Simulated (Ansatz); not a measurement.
# AlPNH4OF (SMILES [NH2][Al]([F])[PH]O) at CAM-B3LYP/def2-SVP

Aim: the vertical ionisation energy of AlPNH4OF at CAM-B3LYP/def2-SVP, from 2 runs. 

The results are computed with Ansatz 0.2.0.

147 further runs of the same task are left out: 147 set aside as unsound or not needed.

### 1 The molecule

The species is AlPNH4OF (9 atoms), meant as a singlet with charge 0. SMILES: `[NH2][Al]([F])[PH]O`. The coordinates come from a PBE0-D4/def2-TZVP relaxation. This is one conformer, not always the lowest.

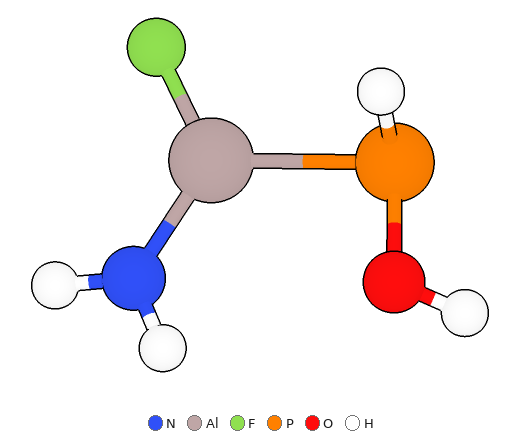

Viewed from a chosen angle; nitrogen blue, aluminium light grey, fluorine green, phosphorus orange, oxygen red, hydrogen white.

### 2 A single-point energy at CAM-B3LYP/def2-SVP

Input file in.yaml:

```yaml
crystal:
  periodic: [false, false, false]
  atoms:
    - {symbol: N, position_ang: [1.489200, 1.004600, -0.185800]}
    - {symbol: Al, position_ang: [0.882400, -0.572900, 0.285200]}
    - {symbol: F, position_ang: [1.905300, -1.677400, 0.966000]}
    - {symbol: P, position_ang: [-1.322700, -1.196100, -0.158400]}
    - {symbol: O, position_ang: [-1.889900, 0.351100, -0.471500]}
    - {symbol: H, position_ang: [0.893900, 1.722700, -0.565900]}
    - {symbol: H, position_ang: [2.431700, 1.338900, -0.072400]}
    - {symbol: H, position_ang: [-1.643200, -1.310200, 1.230300]}
    - {symbol: H, position_ang: [-2.658100, 0.293000, -1.044600]}
basis:
  gaussian:
    orbitals: def2-SVP
hamiltonian:
  xc: {name: CAM-B3LYP}
accuracy: high
output: {orbitals: {seedname: orbitals}}
```

Command:

```sh
ansatz run in.yaml --threads 1 --pin off --max-ram 3480MiB --events-out events.jsonl --progress --plain --runs-dir runs
```

The log of the run:

```text
Warning: RAYON_NUM_THREADS=1 ignored (pool sized by the plan → 1); use --threads N
Functional definition: CAM-B3LYP
  name "CAM-B3LYP"
  parameter alpha = 0.19
  parameter beta = 0.46
  parameter omega = 0.33/bohr
  parameter ac = 0.81
  exchange = (1 - alpha - beta)*b88_x + beta*b88_x_sr(omega) + alpha*exact_x + beta*exact_x_lr(omega)
  correlation = (1 - ac)*vwn5_c + ac*lyp_c
2114 factors; integrals over basis functions are off by at most 6.6e-9 eV
464 factors; integrals over basis functions are off by at most 2.1e-9 eV
mean field evaluation 1: about -22186.6368 eV, gradient 7.2e1 eV
mean field evaluation 2: about -22179.4406 eV, gradient 9.4e1 eV
mean field evaluation 4: about -22196.2206 eV, gradient 2.5e0 eV
mean field evaluation 8: about -22196.3954 eV, gradient 1.7e-1 eV
mean field evaluation 16: about -22196.3955 eV, gradient 4.4e-5 eV
mean field -22196.39549372 eV, -815.7024891370 hartree, gradient 6.5e-8 eV, S^2 0.000000; 0 other end points of the search recorded, 0 dependent functions left out
reference -22196.39551433 eV, -815.7024898943 hartree; 28, 28 occupied and 70, 70 virtual orbitals, 2114 factors
Total energy: -22196.39551433 eV, -815.7024898943 hartree
```

It took 12 s on 1 thread of Arm Neoverse V1, shared host; peak memory 0.4 GiB.

### 3 The doublet cation at the same level

Input file run.yaml:

```yaml
crystal:
  periodic: [false, false, false]
  atoms:
    - symbol: "N"
      position_ang: [1.489200, 1.004600, -0.185800]
    - symbol: Al
      position_ang: [0.882400, -0.572900, 0.285200]
    - symbol: F
      position_ang: [1.905300, -1.677400, 0.966000]
    - symbol: P
      position_ang: [-1.322700, -1.196100, -0.158400]
    - symbol: O
      position_ang: [-1.889900, 0.351100, -0.471500]
    - symbol: H
      position_ang: [0.893900, 1.722700, -0.565900]
    - symbol: H
      position_ang: [2.431700, 1.338900, -0.072400]
    - symbol: H
      position_ang: [-1.643200, -1.310200, 1.230300]
    - symbol: H
      position_ang: [-2.658100, 0.293000, -1.044600]
basis:
  gaussian:
    orbitals: def2-SVP
total_charge: 1
magnetization:
  spin_polarized: true
  initial_magnetization: 1
hamiltonian:
  xc: {name: CAM-B3LYP}
accuracy: high
output: {orbitals: {seedname: orbitals}}
```

Command:

```sh
ansatz run run.yaml --threads 1 --pin off --max-ram 3480MiB --events-out events.jsonl --progress --plain --runs-dir runs
```

The log of the run, shortened:

```text
Warning: RAYON_NUM_THREADS=1 ignored (pool sized by the plan → 1); use --threads N
[... 2 set-up lines as earlier in the session ...]
[...]
2112 factors; integrals over basis functions are off by at most 6.6e-9 eV
464 factors; integrals over basis functions are off by at most 2.1e-9 eV
[...]
mean field -22187.35076368 eV, -815.3701014386 hartree, gradient 7.1e-8 eV, S^2 0.756654; 4 other end points of the search recorded, 0 dependent functions left out
reference -22187.35078414 eV, -815.3701021905 hartree; 28, 27 occupied and 70, 71 virtual orbitals, 2112 factors
Total energy: -22187.35078414 eV, -815.3701021905 hartree
```

Wall time 38 s (1 thread of Arm Neoverse V1, shared host); peak memory 0.6 GiB.

### 4 Outcome

Level: CAM-B3LYP/def2-SVP.

| quantity | value |
| --- | --- |
| singlet AlPNH4OF: total energy | -815.70249 Eh |
| singlet AlPNH4OF: HOMO energy | -7.96 eV |
| singlet AlPNH4OF: LUMO energy | 0.80 eV |
| singlet AlPNH4OF: HOMO–LUMO gap | 8.76 eV |
| doublet cation: total energy | -815.37010 Eh |
| doublet cation: HOMO energy (highest over α and β) | -13.54 eV |
| doublet cation: LUMO energy (lowest over α and β) | -10.12 eV |
| doublet cation: ⟨S²⟩ | 0.757 |
| vertical ionisation energy (to the doublet cation) | 9.045 eV |

**Reading.** Removing an electron at fixed nuclei costs 9.04 eV (873 kJ/mol). −ε(HOMO) before ionisation, 7.96 eV, is 1.08 eV below this ionisation energy.
